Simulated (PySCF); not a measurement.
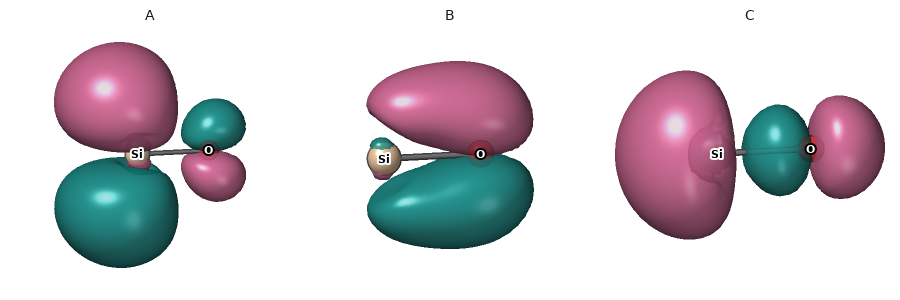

Figure 1: SiO. Three frontier orbitals, each drawn at the value that holds 80 % of its norm (teal and pink are the two phases), in no order; of a degenerate pair one member is drawn.

Theory: PBE0/aug-cc-pVDZ(-PP), non-relativistic Hamiltonian with scalar-relativistic core potentials where named, at a bond length of 1.523 Å in PySCF 2.14.0.

**Label each orbital by symmetry, say whether it is occupied, and order them by energy.**

Orbital B: π, occupied, −9.48 eV; mainly on O (75 %).
Orbital C: σ, occupied, −8.88 eV; shared between the atoms (Si 60 %, O 40 %).
Orbital A: π, empty, −2.09 eV; mainly on Si (85 %).
